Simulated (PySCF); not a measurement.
# PH2 (SMILES [PH2]): FCI/6-31G(d) (spherical functions)

Aim: the vertical doublet–quartet gap of PH2 at FCI/6-31G* (spherical functions), from 2 runs. The job is set up through a Python script.

Program for the calculation: PySCF 2.14.0.

6 further runs of the same task are left out: 6 set aside as unsound or not needed.

## Step 1: The system as given

The species is PH2 (3 atoms), meant as a doublet with charge 0. As SMILES, `[PH2]`. Geometry: relaxed at GFN2-xTB.

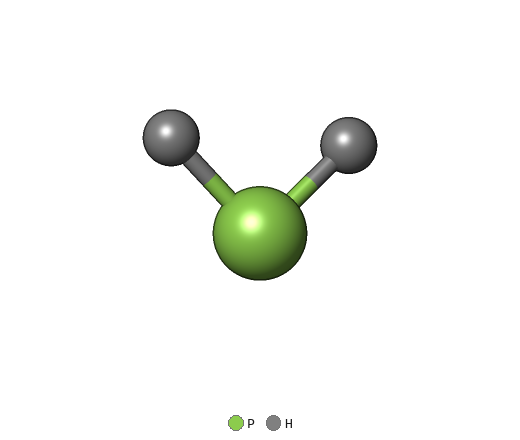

The structure, seen from a chosen angle (phosphorus green, hydrogen grey).

## Step 2: The energy at FCI/6-31G(d) (spherical functions)

Contents of input.py:

```python
# [PH2]
from pyscf import gto, mcscf

molecule = gto.M(
    atom='P 0.514470 -0.302750 0.252680; H 0.111510 1.027360 0.172420; H -0.625980 -0.724620 -0.425100',
    verbose=4,
    max_memory=1860,
    charge=0,
    spin=1,
    basis='6-31g*',
)

hf = molecule.ROHF()
hf.conv_tol = 1e-10
hf.kernel()
if not hf.converged:
    hf = hf.newton().run(hf.mo_coeff, hf.mo_occ)

cas = mcscf.CASCI(hf, hf.mo_coeff.shape[-1] - 5, (molecule.nelec[0] - 5, molecule.nelec[1] - 5))  # full CI above the frozen core
cas.fix_spin_(ss=0.75)
cas.kernel()
e_final = cas.e_tot
print(f'total energy: {e_final:.8f} hartree')
```

The run is started by

```
$ OMP_NUM_THREADS=1 python input.py
```

What it wrote:

```text
PySCF version 2.14.0

[INPUT] num. atoms = 3
[INPUT] num. electrons = 17
[INPUT] charge = 0
[INPUT] spin (= nelec alpha-beta = 2S) = 1
[INPUT] symmetry False subgroup None
[INPUT] Mole.unit = angstrom
[INPUT] Symbol           X                Y                Z      unit          X                Y                Z       unit  Magmom
[INPUT]  1 P      0.514470000000  -0.302750000000   0.252680000000 AA    0.972207399305  -0.572114584212   0.477495997155 Bohr   0.0
[INPUT]  2 H      0.111510000000   1.027360000000   0.172420000000 AA    0.210723360150   1.941429031333   0.325826578398 Bohr   0.0
[INPUT]  3 H     -0.625980000000  -0.724620000000  -0.425100000000 AA   -1.182930759455  -1.369333344382  -0.803322575553 Bohr   0.0

nuclear repulsion = 11.6692711396351
number of shells = 12
number of NR pGTOs = 59
number of NR cGTOs = 22
basis = 6-31g*
ecp = {}

******** <class 'pyscf.scf.rohf.ROHF'> ********
method = ROHF
initial guess = minao
damping factor = 0
level_shift factor = 0
DIIS = <class 'pyscf.scf.diis.CDIIS'>
diis_start_cycle = 1
diis_space = 8
diis_damp = 0
SCF conv_tol = 1e-10
SCF conv_tol_grad = None
SCF max_cycles = 50
direct_scf = True
direct_scf_tol = 1e-13
num. doubly occ = 8  num. singly occ = 1
Set gradient conv threshold to 1e-05
init E= -341.574434563614
  HOMO = -0.182413494371581  LUMO = 0.117614920480079  gap/eV = 8.16419
cycle= 1 E= -341.831987819182  delta_E= -0.258  |g|= 0.139  |ddm|= 1.02
  HOMO = -0.173863432378162  LUMO = 0.156704334873838  gap/eV = 8.99521
cycle= 2 E= -341.842996016253  delta_E= -0.011  |g|= 0.0342  |ddm|= 0.183
  HOMO = -0.154908663757036  LUMO = 0.169069451722742  gap/eV = 8.81589
cycle= 3 E= -341.843691330026  delta_E= -0.000695  |g|= 0.0094  |ddm|= 0.0511
  HOMO = -0.157834668651687  LUMO = 0.168694419746692  gap/eV = 8.88531
cycle= 4 E= -341.843759683819  delta_E= -6.84e-05  |g|= 0.00135  |ddm|= 0.0202
  HOMO = -0.157512039589461  LUMO = 0.168878660648312  gap/eV = 8.88154
cycle= 5 E= -341.843761169248  delta_E= -1.49e-06  |g|= 0.000278  |ddm|= 0.00319
  HOMO = -0.157648569636582  LUMO = 0.168802636745244  gap/eV = 8.88319
cycle= 6 E= -341.843761223307  delta_E= -5.41e-08  |g|= 5.47e-05  |ddm|= 0.000489
  HOMO = -0.157633729515102  LUMO = 0.168813478951762  gap/eV = 8.88308
cycle= 7 E= -341.843761225737  delta_E= -2.43e-09  |g|= 6.47e-06  |ddm|= 0.000116
  HOMO = -0.157634516557967  LUMO = 0.168812658547859  gap/eV = 8.88308
cycle= 8 E= -341.843761225774  delta_E= -3.7e-11  |g|= 8.33e-07  |ddm|= 1.88e-05
  HOMO = -0.157634433049332  LUMO = 0.168812815125563  gap/eV = 8.88308
Extra cycle  E= -341.843761225775  delta_E= -5.12e-13  |g|= 2.95e-07  |ddm|= 2.62e-06
converged SCF energy = -341.843761225775

******** <class 'pyscf.mcscf.casci.CASCI'> ********
CAS (4e+3e, 17o), ncore = 5, nvir = 0
natorb = False
canonicalization = True
sorting_mo_energy = False
******** <class 'pyscf.fci.addons.SpinPenaltyFCISolver'> ********
max. cycles = 200
conv_tol = 1e-08
davidson only = True
linear dependence = 1e-12
level shift = 0.001
max iter space = 12
nroots = 1
pspace_size = 400
spin = None
Density matrix diagonal elements [1.96928038 1.95669918 1.94585823 0.99212185 0.03181083 0.02126477
 0.00616449 0.01093519 0.01113355 0.00644195 0.00726418 0.0077635
 0.00723641 0.00810583 0.00648308 0.00650462 0.00493197]
CASCI converged
CASCI E = -341.958795375581  E(CI) = -11.6910047647651  S^2 = 0.7500000
total energy: -341.95879538 hartree
```

Run time: 84 s. Hardware: 1 thread of Arm Neoverse V2, shared host; peak memory 0.44 GiB.

## Step 3: The quartet, same level

Contents of run.py:

```python
from pyscf import gto, mcscf

mol = gto.M(
    atom='P 0.514470 -0.302750 0.252680; H 0.111510 1.027360 0.172420; H -0.625980 -0.724620 -0.425100',
    max_memory=1860,
    verbose=3,
    basis='6-31g*',
    spin=3,
    charge=0,
)

myscf = mol.ROHF()
myscf.conv_tol = 1e-10
myscf.kernel()
if not myscf.converged:
    myscf = myscf.newton().run(myscf.mo_coeff, myscf.mo_occ)

cas = mcscf.CASCI(myscf, myscf.mo_coeff.shape[-1] - 5, (mol.nelec[0] - 5, mol.nelec[1] - 5))  # full CI above the frozen core
cas.fix_spin_(ss=3.75)
cas.kernel()
e_final = cas.e_tot
print('E = %.10f Eh' % e_final)
```

The run is started by

```
$ OMP_NUM_THREADS=1 python run.py
```

What it wrote:

```text
converged SCF energy = -341.629965473338
CASCI E = -341.724123353426  E(CI) = -11.4557894475195  S^2 = 3.7500000
E = -341.7241233534 Eh
```

It took 48 s on 1 thread of Arm Neoverse V2, shared host; peak memory 0.31 GiB.

## Step 4: Outcome

At FCI/6-31G* (spherical functions), 5 core orbitals frozen:

| quantity | value |
| --- | --- |
| doublet: total energy | -341.95880 Eh |
| doublet: dipole moment (Hartree–Fock density) | 0.88 D |
| doublet: correlation energy (5 core orbitals frozen) | -115.0 mEh |
| quartet: total energy | -341.72412 Eh |
| quartet: dipole moment (Hartree–Fock density) | 0.06 D |
| quartet: correlation energy (5 core orbitals frozen) | -94.2 mEh |
| vertical energy of the quartet above the doublet | 6.386 eV |

At this shape the quartet lies 6.39 eV (147 kcal/mol) above the doublet. Mulliken charges (quartet) of the mean-field density run from -0.08 on H2 to +0.16 on P1; they depend strongly on the basis.
